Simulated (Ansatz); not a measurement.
## Electronic structure of C$_{2}$H$_{3}$Al (SMILES C=[CH][Al]) in real space

Input

```
crystal:
  periodic: [false, false, false]
  atoms:
    - symbol: C
      position_ang: [0.176964, -0.705276, 0.491358]
    - symbol: C
      position_ang: [-0.453765, 0.374958, 0.007498]
    - symbol: Al
      position_ang: [0.283095, 0.506638, -1.819425]
    - symbol: H
      position_ang: [-1.158554, 0.887555, 0.658947]
    - symbol: H
      position_ang: [0.044975, -1.120494, 1.490904]
    - symbol: H
      position_ang: [0.901297, -1.266350, -0.119342]
basis:
  gaussian:
    orbitals: def2-TZVPD
hamiltonian:
  xc: {name: PBE0}
output: {forces: true, orbitals: {seedname: orbitals}}
```

Launched as:

```sh
ansatz run input.yaml --threads 2 --pin off --max-ram 4350MiB --events-out events.jsonl --progress --plain --runs-dir runs
```

Geometry: r2SCAN-D4/def2-TZVP.

Level of theory: Ansatz, isolated molecule in a Gaussian basis; Kohn-Sham density functional theory, functional PBE0.

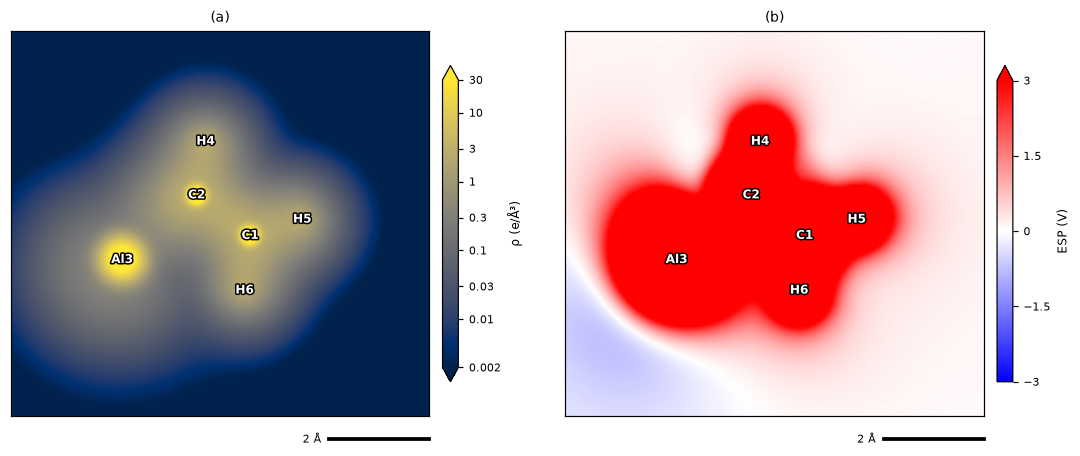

Figure 1. (a) total electron density; (b) molecular electrostatic potential on the molecular plane.

**Interpret the plot.**

- The section cuts through C, Al and H sites.
- C–C (1.34 Å): ρ is about 2.3 e/Å³ halfway.
- C–Al (1.97 Å): the density is about 0.68 e/Å³ at the midpoint.
- C–H (1.09 Å): ρ at the midpoint is about 2 e/Å³.
- Outside the dense part of the molecule the potential is most negative (−0.7 V) near C2.

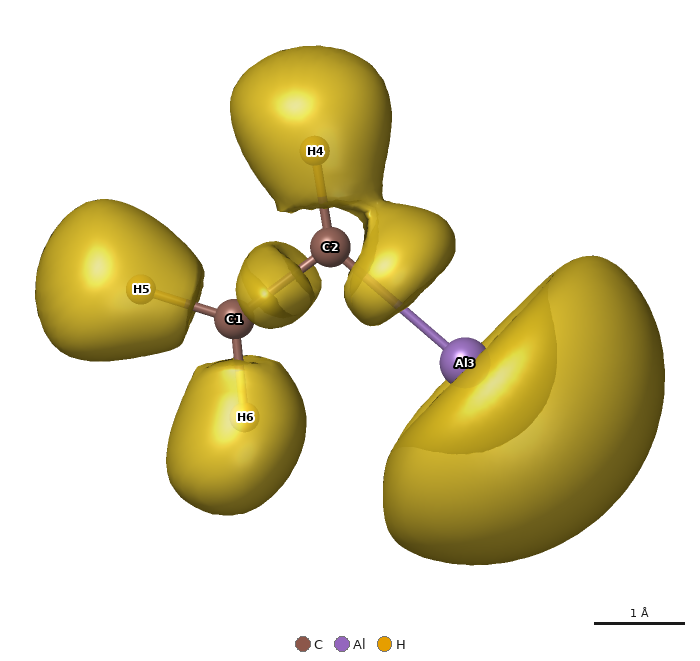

Figure 2. Isosurface of the ELF at 0.75 (yellow), seen across its widest extent. Only the valence region is drawn (cores and ρ < 0.01 e/Å³ removed).

**Identify the bonds, lone pairs and shells in this picture.**

At this value the surface marks out one region between bonded C–C atoms (shared pairs), three regions around hydrogen nuclei and one lobe on Al, pointing away from the bonds (lone pairs). Profiles from the grid: C–C (1.34 Å): the ELF peaks at about 0.90 between the atoms (a multiple bond). C–Al (1.97 Å): the ELF peaks at about 0.95 between the atoms: a shared but strongly polarised pair.

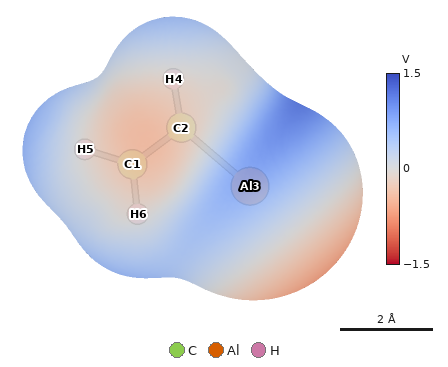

Figure 3. The electrostatic potential painted on the density surface at 0.001 e/bohr³, seen across its widest extent; red is negative and blue positive.

**Which sites attract a positive test charge, and which a negative one?**

A positive charge is drawn to the negative regions and a negative charge to the positive ones. The most negative region (about −0.7 V, or −16 kcal/mol for a unit charge) lies over H6, the most positive (about +1.1 V, or +25 kcal/mol for a unit charge) over Al3.

**How polar is the molecule by this calculation?**

Its dipole moment is 1.03 D.
